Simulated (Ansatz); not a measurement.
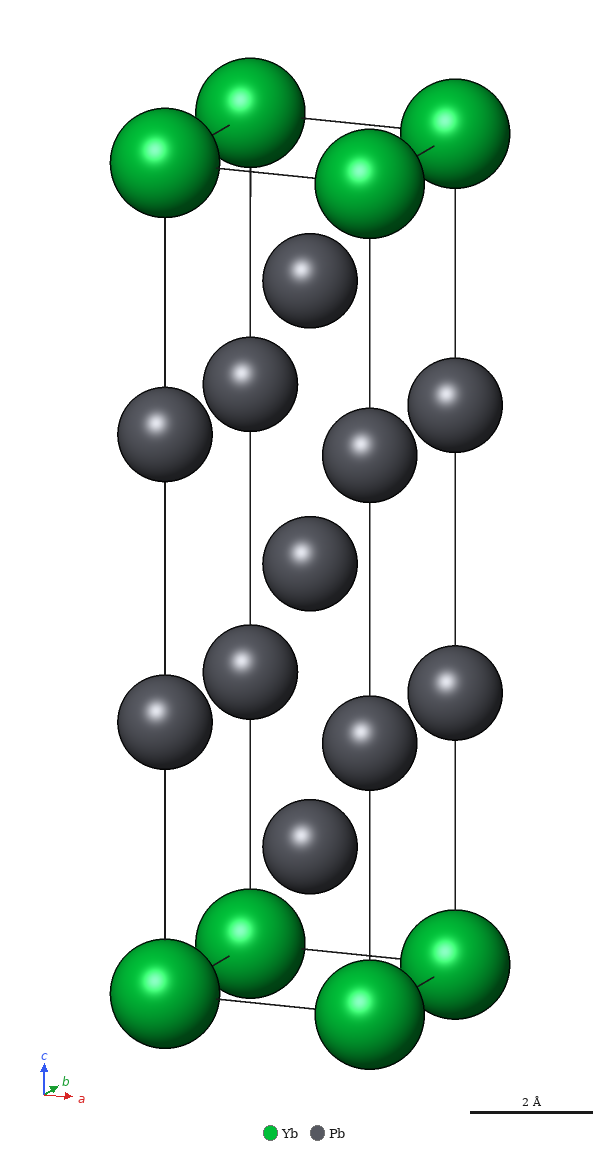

Structure drawing (spheres-only), viewed slightly off an axis. The box is the conventional unit cell; atoms on or close to its faces, edges and corners are drawn wherever they repeat.

YbPb₅, space group P4/mmm (No. 123), a = 3.653 Å, b = 3.653 Å, c = 14.112 Å, α = 90.00°, β = 90.00°, γ = 90.00°. Origin of the cell: a structure type filled with these elements by a generator (whether the compound takes this form wasn't checked). Earlier steps of the study may have refined or changed the cell and positions. It was run through Ansatz as a DFT input.

This one geometry was computed with Ansatz (DFT, plane waves, PAW) at three levels of theory: r2SCAN, PBEsol and PBE.

> Which level gives the highest pressure at this volume, and what does that say about its equilibrium volume?

Highest: PBE (0.0 GPa), which points to the largest equilibrium volume. Lowest, with the smallest volume: PBEsol (-2.6 GPa). Levels within 0.5 GPa of each other can't be told apart.

> How does the band gap change with the level of theory?

All levels give a metal.

> Collect the results in a table.

| level | cutoff (eV) | k-mesh of the run's cell | gap (eV) | pressure (GPa) |
| --- | --- | --- | --- | --- |
| r2SCAN | 500 | 10×10×4 | metal | -1.2 |
| PBEsol | 420 | 10×10×4 | metal | -2.6 |
| PBE | 420 | 10×10×4 | metal | 0.0 |

Gaps are taken on the k-mesh or band path of each run.
